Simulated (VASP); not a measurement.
Band structure of Cs$_{2}$CaBr$_{4}$ (space group I4/mmm). Method: LDA (Ceperley-Alder, Perdew-Zunger), VASP's LDA PAW potentials (set 64) (plane waves; VASP).

Unless said otherwise, spin-orbit coupling is left out, though it shifts the bands of the heavy elements here.

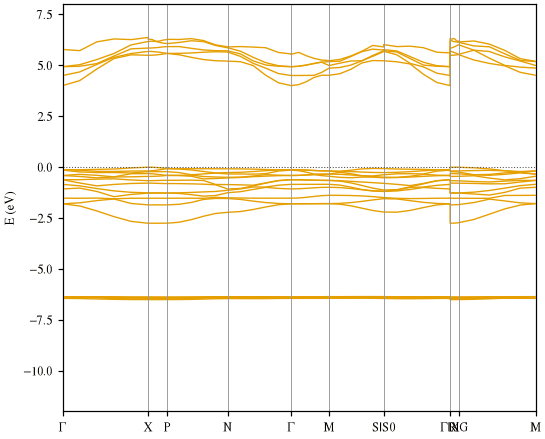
Bands along high-symmetry lines, zero at the valence-band maximum or, without a gap, the Fermi level

Question: Read the plot: is there a gap, and where are the band edges?

Answer: The gap is indirect, 4.00 eV, from the valence maximum at X to the conduction minimum at Γ.

The structure comes from a computed database's Cs2CaBr4 entry (I4/mmm); how it stands against other phases isn't given here. The cell was not relaxed at this level. The k-mesh is coarse (spacing up to 0.52 per Å, 2π included), so the numbers may not be converged in it.
